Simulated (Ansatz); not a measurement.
# B3LYP/cc-pVDZ run of C2H5FSi (SMILES F/C=C/[SiH3])

What is the electronic atomisation energy of C2H5FSi at B3LYP/cc-pVDZ? 

Program for the calculation: Ansatz 0.2.0.

91 further runs of the same task are left out: 91 set aside as unsound or not needed.

## 1. The molecule

C2H5FSi: 9 atoms, total charge 0, spin state singlet. As SMILES, `F/C=C/[SiH3]`. The coordinates come from a PBE0-D4/def2-TZVP relaxation.

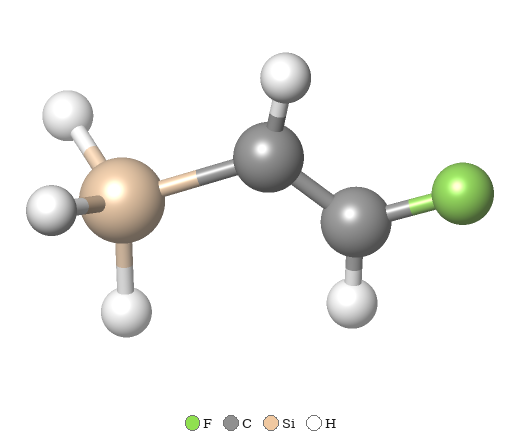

The structure, seen from a chosen angle (fluorine green, carbon grey, silicon light orange, hydrogen white).

## 2. A single-point energy at B3LYP/cc-pVDZ

run.yaml

```yaml
crystal:
  periodic: [false, false, false]
  atoms:
    - {symbol: F, position_ang: [-1.259900, 2.360900, 0.506400]}
    - {symbol: C, position_ang: [-0.578300, 1.355000, -0.048000]}
    - {symbol: C, position_ang: [-0.336700, 0.219900, 0.584900]}
    - {symbol: Si, position_ang: [0.614100, -1.145000, -0.228900]}
    - {symbol: H, position_ang: [-0.264200, 1.599600, -1.058100]}
    - {symbol: H, position_ang: [-0.716100, 0.118100, 1.598600]}
    - {symbol: H, position_ang: [1.843700, -1.465600, 0.542800]}
    - {symbol: H, position_ang: [-0.206700, -2.381600, -0.316300]}
    - {symbol: H, position_ang: [0.992500, -0.707600, -1.598500]}
basis:
  gaussian:
    orbitals: cc-pVDZ
hamiltonian:
  xc: {name: B3LYP}
accuracy: high
output: {orbitals: {seedname: orbitals}}
```

Launch:

```sh
ansatz run run.yaml --threads 1 --pin off --max-ram 3480MiB --events-out events.jsonl --progress --plain --runs-dir runs
```

The program printed:

```text
Warning: RAYON_NUM_THREADS=1 ignored (pool sized by the plan → 1); use --threads N
Functional definition: B3LYP
  name "B3LYP"
  parameter a0 = 0.2
  parameter ax = 0.72
  parameter ac = 0.81
  exchange = (1 - a0 - ax)*slater_x + ax*b88_x + a0*exact_x
  correlation = (1 - ac)*vwn_rpa_c + ac*lyp_c
1988 factors; integrals over basis functions are off by at most 3.8e-9 eV
mean field evaluation 1: about -12745.4781 eV, gradient 4.1e1 eV
mean field evaluation 2: about -12742.8440 eV, gradient 4.9e1 eV
mean field evaluation 4: about -12749.5627 eV, gradient 3.0e0 eV
mean field evaluation 8: about -12749.7338 eV, gradient 1.7e-1 eV
mean field evaluation 16: about -12749.7338 eV, gradient 1.8e-5 eV
mean field -12749.73384695 eV, -468.5440767955 hartree, gradient 2.8e-8 eV, S^2 0.000000; 0 other end points of the search recorded, 0 dependent functions left out
reference -12749.73388654 eV, -468.5440782503 hartree; 20, 20 occupied and 65, 65 virtual orbitals, 1988 factors
Total energy: -12749.73388654 eV, -468.5440782503 hartree
```

Wall time 7.2 s (1 thread of Arm Neoverse V2, shared host); peak memory 0.28 GiB.

## 3. The C atom at the same level

job.yaml

```yaml
crystal:
  periodic: [false, false, false]
  atoms:
    - symbol: C
      position_ang: [0.000000, 0.000000, 0.000000]
basis:
  gaussian:
    orbitals: cc-pVDZ
magnetization:
  spin_polarized: true
  initial_magnetization: 2
hamiltonian:
  xc: {name: B3LYP}
accuracy: high
```

Launch:

```sh
ansatz run job.yaml --threads 1 --pin off --max-ram 3480MiB --events-out events.jsonl --progress --plain --runs-dir runs
```

The program printed, shortened:

```text
Warning: RAYON_NUM_THREADS=1 ignored (pool sized by the plan → 1); use --threads N
[... 7 set-up lines as earlier in the session ...]
96 factors; integrals over basis functions are off by at most 1.3e-9 eV
mean field evaluation 1: about -1029.9161 eV, gradient 3.7e0 eV
mean field evaluation 2: about -1029.9936 eV, gradient 1.2e0 eV
mean field evaluation 4: about -1030.0043 eV, gradient 2.3e-1 eV
mean field evaluation 8: about -1030.0047 eV, gradient 1.6e-5 eV
mean field -1030.00468859 eV, -37.8519741435 hartree, gradient 2.0e-9 eV, S^2 2.002453; 0 other end points of the search recorded, 0 dependent functions left out
reference -1030.00470938 eV, -37.8519749074 hartree; 4, 2 occupied and 10, 12 virtual orbitals, 96 factors
Total energy: -1030.00470938 eV, -37.8519749074 hartree
```

Run time: 0.3 s. Hardware: 1 thread of Arm Neoverse V2, shared host.

## 4. The F atom, same level

run.yaml

```yaml
crystal:
  periodic: [false, false, false]
  atoms:
    - {symbol: F, position_ang: [0.000000, 0.000000, 0.000000]}
basis:
  gaussian:
    orbitals: cc-pVDZ
magnetization:
  spin_polarized: true
  initial_magnetization: 1
hamiltonian:
  xc: {name: B3LYP}
accuracy: high
```

Run the same way, it converges to -99.72660 Eh (log not shown).

## 5. The H atom, same level

molecule.yaml

```yaml
crystal:
  periodic: [false, false, false]
  atoms:
    - {symbol: H, position_ang: [0.000000, 0.000000, 0.000000]}
basis:
  gaussian:
    orbitals: cc-pVDZ
total_charge: 0
magnetization:
  spin_polarized: true
  initial_magnetization: 1
hamiltonian:
  xc: {name: B3LYP}
accuracy: high
```

Run the same way, it converges to -0.50126 Eh (log not shown).

## 6. The Si atom at the same level

molecule.yaml

```yaml
crystal:
  periodic: [false, false, false]
  atoms:
    - {symbol: Si, position_ang: [0.000000, 0.000000, 0.000000]}
basis:
  gaussian:
    orbitals: cc-pVDZ
magnetization:
  spin_polarized: true
  initial_magnetization: 2
hamiltonian:
  xc: {name: B3LYP}
accuracy: high
```

Run the same way, it converges to -289.38865 Eh (log not shown).

## 7. Summary of results

At B3LYP/cc-pVDZ:

| quantity | value |
| --- | --- |
| molecule: total energy | -468.54408 Eh |
| molecule: HOMO energy | -7.41 eV |
| molecule: LUMO energy | -0.20 eV |
| molecule: HOMO–LUMO gap | 7.21 eV |
| C atom: total energy | -37.85197 Eh |
| C atom: ⟨S²⟩ | 2.002 |
| F atom: total energy | -99.72660 Eh |
| F atom: ⟨S²⟩ | 0.751 |
| H atom: total energy | -0.50126 Eh |
| H atom: ⟨S²⟩ | 0.750 |
| Si atom: total energy | -289.38865 Eh |
| Si atom: ⟨S²⟩ | 2.003 |
| electronic atomisation energy | 33.159 eV |

In words: Taking the molecule apart into free atoms costs 33.16 eV (3199 kJ/mol), before zero-point energy and without spin-orbit coupling.
